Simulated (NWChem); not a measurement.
**A workflow on B2FH7Si**

Aim: the energy (singlet B2FH7Si, r2SCAN-D3(BJ)/cc-pVDZ), then a single-point energy (singlet BFH4Si, r2SCAN-D3(BJ)/cc-pVDZ), then the energy (singlet BH3, r2SCAN-D3(BJ)/cc-pVDZ), then a single-point energy (singlet BFH4Si, r2SCAN-D3(BJ)/cc-pVDZ), then the energy (singlet BH3, r2SCAN-D3(BJ)/cc-pVDZ) of B2FH7Si and its partners. 

The results are computed with NWChem 7.3.0.

### 1 The system as given

B2FH7Si: 11 atoms, total charge 0, spin state singlet.

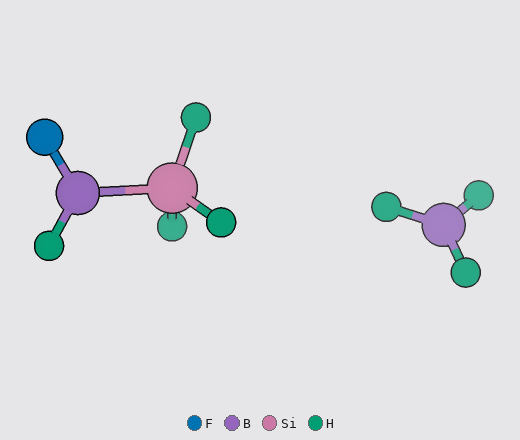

The structure, seen from a chosen angle (fluorine blue, boron purple, silicon pink, hydrogen teal).

### 2 A single-point energy at r2SCAN-D3(BJ)/cc-pVDZ (pair key df7e70e502, separation 1.3) (run 1)

File a.nw:

```
start a
title "B2FH7Si r2SCAN"
memory 2200 mb

geometry units au noautosym nocenter noautoz
  F     -2.62320442    -3.00795266     1.09288531
  B     -0.36932807    -2.19007919     0.39784404
  Si     0.25995073     1.54080709    -0.29209497
  H      1.25602537    -3.77026818     0.21510752
  H      1.36884202     1.82218731    -2.86439017
  H      2.16214904     2.48226865     1.55964766
  H     -2.05439686     3.12307478    -0.10898051
  B      4.14467962    11.15917292    -0.17406267
  H      2.95392539     9.24402998    -0.20565889
  H      3.30121926    13.02729947    -1.11501400
  H      6.17876192    11.20618930     0.79893841
end

basis spherical bse
  * library cc-pVDZ
end

dft
  xc r2scan
  mult 1
  disp vdw 4
  grid fine
  convergence energy 1e-08
  iterations 100
  mulliken
  print low
end

task dft energy
```

Run with:

```
nwchem a.nw > a.out
```

Log:

```text
Northwest Computational Chemistry Package (NWChem) 7.3.0
             --------------------------------------------------------

           Job information
           ---------------

    nwchem branch   = 7.3.0
    use scalapack   = T
    input           = a.nw
    prefix          = a.
    data base       = ./a.db
    status          = startup
    nproc           =        1

           Memory information
           ------------------

    heap     =     72089594 doubles =      550.0 Mbytes
    stack    =     72089599 doubles =      550.0 Mbytes
    global   =    144179200 doubles =     1100.0 Mbytes (distinct from heap & stack)
    total    =    288358393 doubles =     2200.0 Mbytes
    verify   = yes
    hardfail = no

[... 35 lines left out ...]
            Nuclear Dipole moment (a.u.)
[... 94 lines left out ...]
   convergence    iter        energy       DeltaE   RMS-Dens  Diis-err    time
[... 11 lines left out ...]
         Total DFT energy =     -443.091461485564
      One electron energy =     -843.507886567426
           Coulomb energy =      325.112931246850
    Exchange-Corr. energy =      -41.937980094978
 Nuclear repulsion energy =      117.242836621172
[... 11 lines left out ...]
    Atom       Charge   Shell Charges
 -----------   ------   -------------------------------------------------------
    1 F    9     9.08   2.01  0.91  0.94  3.35  1.87  0.01
    2 B    5     4.79   2.01  0.63  0.36  1.42  0.22  0.14
    3 Si  14    13.92   2.00  2.03  0.76  0.52  6.01  1.58  0.89  0.14
[... 7 lines of this table left out ...]
   11 H    1     1.02   0.75  0.25  0.02

     -------------------------------------------
      Total Density - Lowdin Population Analysis
     -------------------------------------------

    Atom       Charge   Shell Charges
 -----------   ------   -------------------------------------------------------
    1 F    9     8.82   1.92  0.90  0.79  3.19  2.02  0.01
    2 B    5     5.20   1.88  0.57  0.40  1.30  0.64  0.41
    3 Si  14    13.77   2.00  1.81  0.68  0.44  5.92  1.50  1.17  0.25
[... 7 lines of this table left out ...]
   11 H    1     1.03   0.63  0.35  0.04

 Task  times  cpu:       21.6s     wall:       21.6s
 Total times  cpu:       21.7s     wall:       21.7s
```

Wall time 22 s (1 thread of Intel Xeon Platinum 8488C (Sapphire Rapids), shared host); peak memory 0.12 GiB.

### 3 BFH4Si: a single-point energy at r2SCAN-D3(BJ)/cc-pVDZ (pair key df7e70e502, separation 1.3) (run 2)

File test.nw:

```
start test
title "BFH4Si r2SCAN"
memory total 2200 mb
geometry units angstrom noautosym nocenter noautoz
F    -1.388140   -1.591740    0.578330
B    -0.195440   -1.158940    0.210530
Si    0.137560    0.815360   -0.154570
H     0.664660   -1.995140    0.113830
H     0.724360    0.964260   -1.515770
H     1.144160    1.313560    0.825330
H    -1.087140    1.652660   -0.057670
end
basis "ao basis" spherical bse
F library cc-pVDZ
B library cc-pVDZ
Si library cc-pVDZ
H library cc-pVDZ
end
dft
xc r2scan
disp vdw 4
grid fine
convergence energy 1e-08
iterations 100
mulliken
print low
end
task dft
```

Run with:

```
nwchem test.nw > test.out
```

Log:

```text
Northwest Computational Chemistry Package (NWChem) 7.3.0
             --------------------------------------------------------

           Job information
           ---------------

    nwchem branch   = 7.3.0
    use scalapack   = T
    input           = test.nw
    prefix          = test.
    data base       = ./test.db
    status          = startup
    nproc           =        1

           Memory information
           ------------------

    heap     =     72089594 doubles =      550.0 Mbytes
    stack    =     72089599 doubles =      550.0 Mbytes
    global   =    144179200 doubles =     1100.0 Mbytes (distinct from heap & stack)
    total    =    288358393 doubles =     2200.0 Mbytes
    verify   = yes
    hardfail = no

[... 40 lines left out ...]
            Nuclear Dipole moment (a.u.)
[... 90 lines left out ...]
   convergence    iter        energy       DeltaE   RMS-Dens  Diis-err    time
[... 11 lines left out ...]
         Total DFT energy =     -416.516534731322
      One electron energy =     -751.844445127584
           Coulomb energy =      283.639988046119
    Exchange-Corr. energy =      -36.833662726394
 Nuclear repulsion energy =       88.522547092946
[... 21 lines left out ...]
     -------------------------------------------
      Total Density - Lowdin Population Analysis
     -------------------------------------------

    Atom       Charge   Shell Charges
 -----------   ------   -------------------------------------------------------
    1 F    9     8.82   1.92  0.90  0.79  3.19  2.02  0.01
    2 B    5     5.20   1.88  0.57  0.40  1.30  0.64  0.41
    3 Si  14    13.77   2.00  1.81  0.68  0.44  5.92  1.50  1.17  0.25
    4 H    1     1.05   0.64  0.37  0.04
    5 H    1     1.05   0.61  0.40  0.03
    6 H    1     1.05   0.61  0.40  0.03
    7 H    1     1.06   0.62  0.41  0.03

 Task  times  cpu:       13.7s     wall:       13.7s
 Total times  cpu:       13.7s     wall:       13.7s
```

Run time: 14 s. Hardware: 1 thread of Intel Xeon Platinum 8488C (Sapphire Rapids), shared host; peak memory 0.12 GiB.

### 4 BH3: the energy at r2SCAN-D3(BJ)/cc-pVDZ (pair key df7e70e502, separation 1.3) (run 3)

File mymol.nw:

```
start mymol
memory stack 880 mb heap 220 mb global 1100 mb
charge 0
geometry noautosym nocenter noautoz
 B      2.193270     5.905180    -0.092110
 H      1.563150     4.891730    -0.108830
 H      1.746930     6.893750    -0.590040
 H      3.269660     5.930060     0.422780
end
basis spherical bse
 * library cc-pVDZ
end
dft
 xc r2scan
 mult 1
 disp vdw 4
 grid fine
 convergence energy 1e-08
 iterations 100
 mulliken
 print low
end
task dft
```

Run with:

```
nwchem mymol.nw > mymol.out
```

Log:

```text
Northwest Computational Chemistry Package (NWChem) 7.3.0
             --------------------------------------------------------

           Job information
           ---------------

    nwchem branch   = 7.3.0
    use scalapack   = T
    input           = mymol.nw
    prefix          = mymol.
    data base       = ./mymol.db
    status          = startup
    nproc           =        1

           Memory information
           ------------------

    heap     =     28835840 doubles =      220.0 Mbytes
    stack    =    115343357 doubles =      880.0 Mbytes
    global   =    144179200 doubles =     1100.0 Mbytes (distinct from heap & stack)
    total    =    288358397 doubles =     2200.0 Mbytes
    verify   = yes
    hardfail = no

[... 32 lines left out ...]
            Nuclear Dipole moment (a.u.)
[... 77 lines left out ...]
   convergence    iter        energy       DeltaE   RMS-Dens  Diis-err    time
[... 8 lines left out ...]
         Total DFT energy =      -26.574575010724
      One electron energy =      -49.044642993148
           Coulomb energy =       20.155809842507
    Exchange-Corr. energy =       -5.104367602134
 Nuclear repulsion energy =        7.418827330631
[... 5 lines left out ...]
     Total iterative time =      1.3s

     ---------------------------------------------
      Total Density - Mulliken Population Analysis
     ---------------------------------------------

    Atom       Charge   Shell Charges
 -----------   ------   -------------------------------------------------------
    1 B    5     4.95   2.01  0.63  0.48  1.41  0.40  0.02
    2 H    1     1.02   0.75  0.25  0.02
    3 H    1     1.02   0.75  0.25  0.02
    4 H    1     1.02   0.75  0.25  0.02

     -------------------------------------------
      Total Density - Lowdin Population Analysis
     -------------------------------------------

    Atom       Charge   Shell Charges
 -----------   ------   -------------------------------------------------------
    1 B    5     4.92   1.88  0.57  0.40  1.28  0.68  0.09
    2 H    1     1.03   0.63  0.35  0.04
    3 H    1     1.03   0.63  0.35  0.04
    4 H    1     1.03   0.63  0.35  0.04

 Task  times  cpu:        1.4s     wall:        1.4s
 Total times  cpu:        1.4s     wall:        1.4s
```

It took 2 s on 1 thread of Intel Xeon Platinum 8488C (Sapphire Rapids), shared host; peak memory 0.11 GiB.

### 5 BFH4Si among ghost functions: a single-point energy at r2SCAN-D3(BJ)/cc-pVDZ (pair key df7e70e502, separation 1.3, with ghost functions) (run 4)

File run.nw:

```
start run
title "BFH4Si r2SCAN"
memory 2200 mb
charge 0
geometry units angstroms noautosym nocenter noautoz
   F     -1.388140    -1.591740     0.578330
   B     -0.195440    -1.158940     0.210530
   Si     0.137560     0.815360    -0.154570
   H      0.664660    -1.995140     0.113830
   H      0.724360     0.964260    -1.515770
   H      1.144160     1.313560     0.825330
   H     -1.087140     1.652660    -0.057670
   bqB      2.193270     5.905180    -0.092110
   bqH      1.563150     4.891730    -0.108830
   bqH      1.746930     6.893750    -0.590040
   bqH      3.269660     5.930060     0.422780
end
basis spherical bse
   F library cc-pVDZ
   B library cc-pVDZ
   Si library cc-pVDZ
   H library cc-pVDZ
   bqB library B cc-pVDZ
   bqH library H cc-pVDZ
end
dft
   xc r2scan
   mult 1
   disp vdw 4
   grid fine
   convergence energy 1e-08
   maxiter 100
   mulliken
   noprint "final vectors analysis"
end
task dft energy
```

Run with:

```
nwchem run.nw > run.out
```

Log:

```text
Northwest Computational Chemistry Package (NWChem) 7.3.0
             --------------------------------------------------------

           Job information
           ---------------

    nwchem branch   = 7.3.0
    use scalapack   = T
    input           = run.nw
    prefix          = run.
    data base       = ./run.db
    status          = startup
    nproc           =        1

           Memory information
           ------------------

    heap     =     72089594 doubles =      550.0 Mbytes
    stack    =     72089599 doubles =      550.0 Mbytes
    global   =    144179200 doubles =     1100.0 Mbytes (distinct from heap & stack)
    total    =    288358393 doubles =     2200.0 Mbytes
    verify   = yes
    hardfail = no

[... 38 lines left out ...]
            Nuclear Dipole moment (a.u.)
[... 110 lines left out ...]
          Convergence on energy requested:  1.00D-08
[... 24 lines left out ...]
          Spatial weights used:  Erf1
[... 4 lines left out ...]
          total energy or number of iterations.
[... 38 lines left out ...]
 2-e energy   =     245.711355
[... 56 lines left out ...]
      One electron energy =     -751.844398220328
[... 2 lines left out ...]
 Nuclear repulsion energy =       88.522547092946
[... 31 lines left out ...]
 center of mass
 --------------
 x =  -0.70749722 y =  -0.55573798 z =   0.25417892

 moments of inertia (a.u.)
 ------------------
         339.271095136035        -142.317415257979          47.110407740129
        -142.317415257979         149.118771819119          78.396938022667
          47.110407740129          78.396938022667         421.202681735870

     Multipole analysis of the density
     ---------------------------------

     L   x y z        total         alpha         beta         nuclear
     -   - - -        -----         -----         ----         -------
     0   0 0 0     -0.000000    -16.000000    -16.000000     32.000000

     1   1 0 0      0.141971      9.612760      9.612760    -19.083549
[... 8 lines of this table left out ...]
     2   0 0 2    -19.232904    -21.331869    -21.331869     23.430833

 Task  times  cpu:       20.9s     wall:       20.9s
 Total times  cpu:       20.9s     wall:       20.9s
```

It took 22 s on 1 thread of Intel Xeon Platinum 8488C (Sapphire Rapids), shared host; peak memory 0.13 GiB.

### 6 BH3 among ghost functions: the energy at r2SCAN-D3(BJ)/cc-pVDZ (pair key df7e70e502, separation 1.3, with ghost functions) (run 5)

File bh3.nw:

```
start bh3
title "BH3 energy"
memory stack 880 mb heap 220 mb global 1100 mb

geometry units atomic noautosym nocenter noautoz
B   4.14467962 11.15917292 -0.17406267
H   2.95392539  9.24402998 -0.20565889
H   3.30121926 13.02729947 -1.11501400
H   6.17876192 11.20618930  0.79893841
bqF     -2.623204    -3.007953     1.092885
bqB     -0.369328    -2.190079     0.397844
bqSi     0.259951     1.540807    -0.292095
bqH      1.256025    -3.770268     0.215108
bqH      1.368842     1.822187    -2.864390
bqH      2.162149     2.482269     1.559648
bqH     -2.054397     3.123075    -0.108981
end

basis spherical bse
B library cc-pVDZ
H library cc-pVDZ
bqF library F cc-pVDZ
bqB library B cc-pVDZ
bqSi library Si cc-pVDZ
bqH library H cc-pVDZ
end

dft
xc r2scan
mult 1
disp vdw 4
grid fine
convergence energy 1e-08
iterations 100
mulliken
noprint "final vectors analysis"
end

task dft
```

Run with:

```
nwchem bh3.nw > bh3.out
```

Log:

```text
Northwest Computational Chemistry Package (NWChem) 7.3.0
             --------------------------------------------------------

           Job information
           ---------------

    nwchem branch   = 7.3.0
    use scalapack   = T
    input           = bh3.nw
    prefix          = bh3.
    data base       = ./bh3.db
    status          = startup
    nproc           =        1

           Memory information
           ------------------

    heap     =     28835840 doubles =      220.0 Mbytes
    stack    =    115343357 doubles =      880.0 Mbytes
    global   =    144179200 doubles =     1100.0 Mbytes (distinct from heap & stack)
    total    =    288358397 doubles =     2200.0 Mbytes
    verify   = yes
    hardfail = no

[... 33 lines left out ...]
            Nuclear Dipole moment (a.u.)
[... 197 lines left out ...]
          Convergence on energy requested:  1.00D-08
[... 24 lines left out ...]
          Spatial weights used:  Erf1
[... 4 lines left out ...]
          total energy or number of iterations.
[... 38 lines left out ...]
 2-e energy   =      14.486217
[... 49 lines left out ...]
      One electron energy =      -49.044156585253
[... 2 lines left out ...]
 Nuclear repulsion energy =        7.418826803965
[... 31 lines left out ...]
 center of mass
 --------------
 x =   4.14467012 y =  11.15917292 z =  -0.17403010

 moments of inertia (a.u.)
 ------------------
           9.063368855256          -0.806672251662          -2.832434473770
          -0.806672251662           8.163312587710           1.664481336183
          -2.832434473770           1.664481336183          13.531755506624

     Multipole analysis of the density
     ---------------------------------

     L   x y z        total         alpha         beta         nuclear
     -   - - -        -----         -----         ----         -------
     0   0 0 0     -0.000000     -4.000000     -4.000000      8.000000

     1   1 0 0      0.000572    -16.578366    -16.578366     33.157305
[... 8 lines of this table left out ...]
     2   0 0 2     -5.641188     -3.858266     -3.858266      2.075343

 Task  times  cpu:       12.3s     wall:       12.3s
 Total times  cpu:       12.4s     wall:       12.4s
```

It took 13 s on 1 thread of Intel Xeon Platinum 8488C (Sapphire Rapids), shared host; peak memory 0.13 GiB.

### 7 What came out

```
                                                                                     quantity          value
                                                   run 1, r2SCAN-D3(BJ)/cc-pVDZ: total energy  -443.09146 Eh
                                              run 1, r2SCAN-D3(BJ)/cc-pVDZ: dispersion energy   -3.58 kJ/mol
                                                                         BFH4Si: total energy  -416.51653 Eh
                                                                    BFH4Si: dispersion energy   -2.53 kJ/mol
                                                                            BH3: total energy   -26.57458 Eh
                                                                       BH3: dispersion energy   -0.53 kJ/mol
                                                   BFH4Si among ghost functions: total energy  -416.51659 Eh
                                                  BFH4Si among ghost functions: dipole moment         0.37 D
                                              BFH4Si among ghost functions: dispersion energy   -2.53 kJ/mol
                                                      BH3 among ghost functions: total energy   -26.57461 Eh
                                                     BH3 among ghost functions: dipole moment         0.00 D
                                                 BH3 among ghost functions: dispersion energy   -0.53 kJ/mol
              interaction energy of the rigid parts BFH4Si and BH3 (parts in their own basis)      -0.010 eV
interaction energy of the rigid parts BFH4Si and BH3 (parts in the whole basis, counterpoise)      -0.007 eV
```

The interaction energy of the rigid parts BFH4Si and BH3 (parts in their own basis) is −0.01 eV (−0.9 kJ/mol): the parts attract. The interaction energy of the rigid parts BFH4Si and BH3 (parts in the whole basis, counterpoise) is −0.01 eV (−0.2 kcal/mol): the parts attract. The basis-set superposition error is 0.2 kJ/mol.
